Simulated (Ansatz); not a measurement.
## Pressure series in WS2

Consider WS$_{2}$ (space group P6_3/mmc, No. 194; layered, stacked along the Cartesian z axis).

```yaml
crystal:
  lattice:
    - [3.15413, 0.00000, 0.00000]
    - [-1.57707, 2.73156, 0.00000]
    - [0.00000, 0.00000, 12.14083]
  atoms:
    - { symbol: W, position: [0.66667, 0.33333, 0.75000] }
    - { symbol: W, position: [0.33333, 0.66667, 0.25000] }
    - { symbol: S, position: [0.66667, 0.33333, 0.37970] }
    - { symbol: S, position: [0.33333, 0.66667, 0.87970] }
    - { symbol: S, position: [0.33333, 0.66667, 0.62030] }
    - { symbol: S, position: [0.66667, 0.33333, 0.12030] }
```

Cell and atoms are relaxed at each pressure.

All numbers come from PBE-D3(BJ) in Ansatz (plane waves to 420 eV, PAW, without spin-orbit coupling).

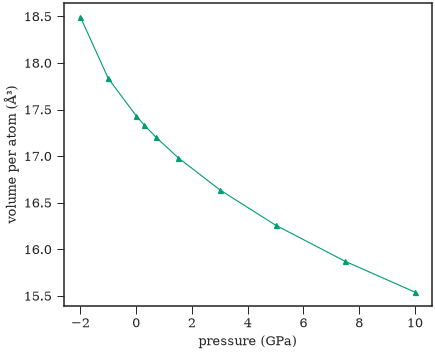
*Volume per atom against pressure*

Task: From the plot, what is the volume per atom for pressure 0.3 GPa?

Result: About 17.3 Å³.

Task: Is the trend monotonic over the range shown?

Result: Yes, it falls throughout, spanning 15.54 Å³ to 18.50 Å³.

Load acts through the strain it causes; cell and atoms are relaxed under it. No phonon test of stability was made. No other phases were tried under pressure.

Ansatz is a quantum-chemistry and plane-wave program.
